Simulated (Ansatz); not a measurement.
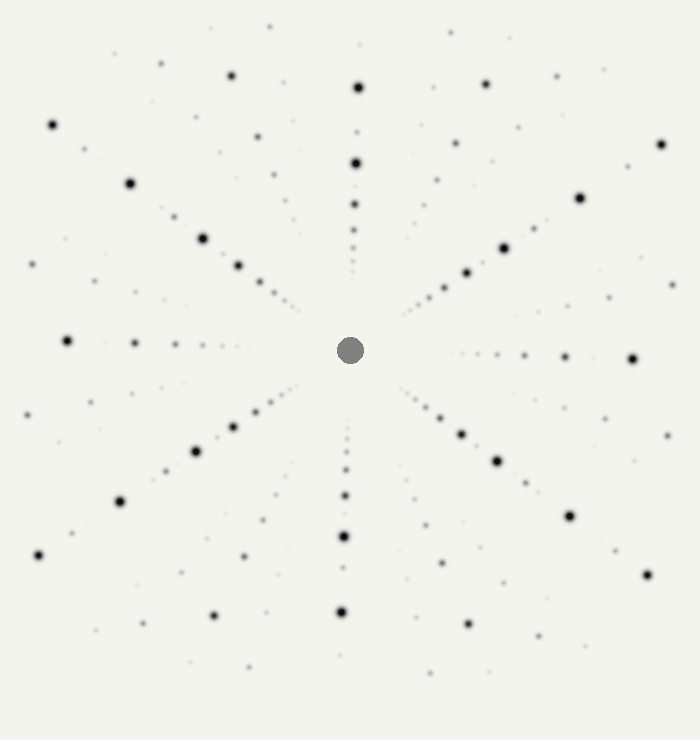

Simulated back-reflection Laue pattern (white X-rays, 0.45 to 2.2 Å, flat plate covering ±45° about the beam, kinematic intensities, seen from the source).

Which symmetry elements lie along the beam?

2mm: a twofold axis with two mirror lines.

The crystal is Ta, space group Im-3m (No. 229), a = 3.304 Å. Structure: the input geometry of an electronic-structure calculation (not necessarily at equilibrium).

Which direction points towards the source?

[110] or one equivalent to it by a rotation of the Laue group. In Laue class m-3m no other family of directions with a member of indices 0 and ±1 has this symmetry.
